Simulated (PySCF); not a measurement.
# ICl (charge −1, doublet): what the fields show

```yaml
atoms:
  - { symbol: Cl, position_ang: [1.4646, -0.0094, -0.0014] }
  - { symbol: I, position_ang: [-1.4590, 0.0119, -0.0269] }
```

Geometry: PBE0-D3(BJ)/ma-def2-SVP; core potentials replace the inner electrons of I.

These are results of PySCF 2.14.0, density-fitted response routines, DFT single point, gas phase, functional wB97X, not measurements.

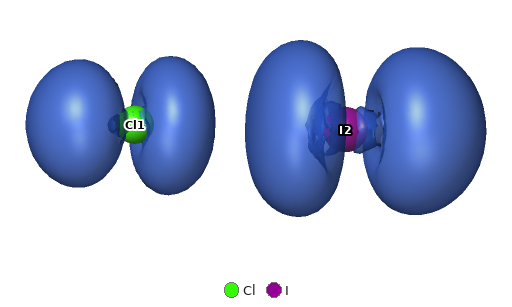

Figure 1. Isosurface of the spin density (α minus β) at +0.02 e/Å³ (blue), seen from one side.

Question: Describe the spin distribution.

Answer: The unpaired spin (1 electron) lies mostly on I2 (about 0.6) and Cl1 (about 0.4), in electrons by Hirshfeld's partition.

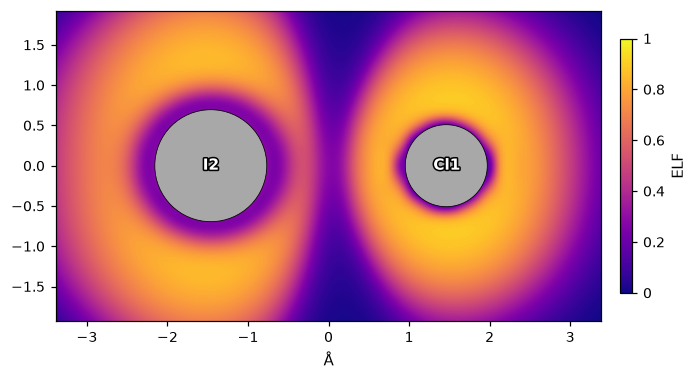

Figure 2. Electron localisation function on a plane that holds the molecular axis. Grey discs cover the atomic cores.

Question: What does the map show?

Answer: The section cuts through Cl and I sites.
I–Cl (2.92 Å): the ELF peaks at about 0.80 in the valence shell of Cl, 0.8 Å from its nucleus, and is about 0.30 at the midpoint.

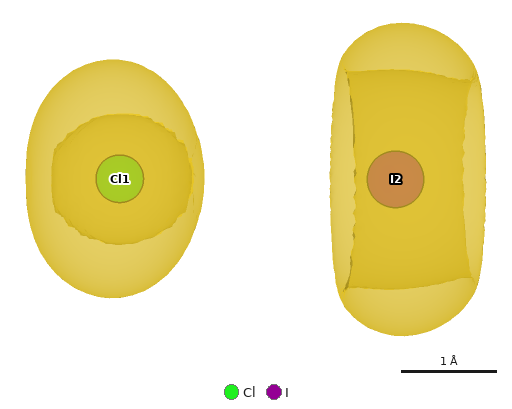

Figure 3. Isosurface of the ELF at 0.8 (yellow), seen from one side. Only the valence region is drawn (cores and ρ < 0.01 e/Å³ removed).

Question: Where are the electrons localised?

Answer: The surface consists of one region wrapped around Cl (its valence shell) and one region wrapped around I (its valence shell).
